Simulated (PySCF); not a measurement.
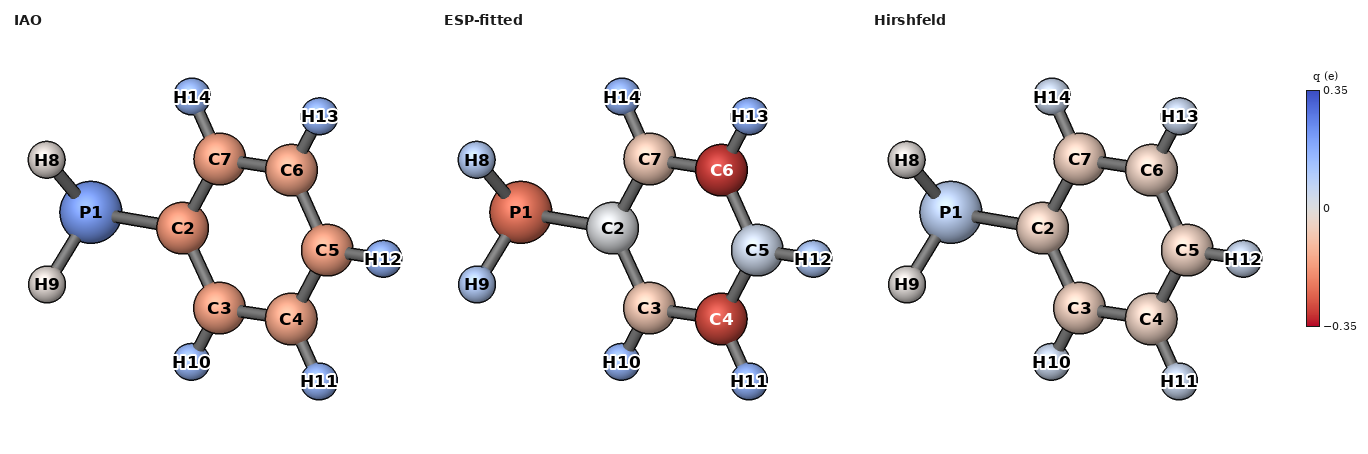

Atomic charges of one calculation by 3 schemes, on one colour scale. Computed geometry: GFN2-xTB optimisation. No frequency run is at hand to confirm it as a minimum. Computed with PBE0/pcSseg-1 (PySCF 2.14.0).

### On which atom do the schemes disagree most?

On P1 (from −0.23 to 0.21 e).

List the charges (e), one line for each set of equivalent atoms.

| atom | IAO | ESP-fitted | Hirshfeld |
| --- | --- | --- | --- |
| P1 | 0.21 | −0.23 | 0.08 |
| C2 | −0.18 | 0.01 | −0.05 |
| C3, C7 | −0.16 | −0.08 | −0.06 |
| C4, C6 | −0.15 | −0.29 | −0.05 |
| C5 | −0.16 | 0.04 | −0.05 |
| H8, H9 | −0.01 | 0.09 | −0.01 |
| H10, H14 | 0.15 | 0.15 | 0.05 |
| H11, H13 | 0.15 | 0.16 | 0.05 |
| H12 | 0.15 | 0.10 | 0.05 |

The geometry is semi-empirical. Around P such bond lengths and angles can be off by a tenth of an ångström or more and by several degrees, and values that hang on the shape move with them.
